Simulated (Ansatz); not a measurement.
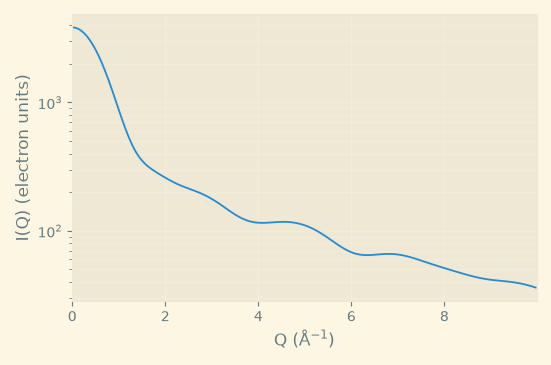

Elastic X-ray scattering of a randomly oriented, rigid molecule, calculated with the Debye equation from neutral-atom form factors (independent atoms, no Compton part, no vibration). The geometry is the end point of an optimisation (RKS PBE-D4/STO-3G (Ansatz)); it may be a saddle point or a higher isomer. It contains C, S, F, H.

How many electrons does the independent-atom model of the molecule hold?

I(0) is the square of the electron number: I(0) = 3840, so about 62 electrons, the count of C5H7FS.

What radius of gyration does the initial fall-off give?

From I(Q) ≈ I(0) exp(−Q²R²/3) at small Q, R ≈ 2.20 Å. It is larger than the electron-weighted radius of the nuclear positions alone (2.06 Å), because each atom's electron cloud adds to it.
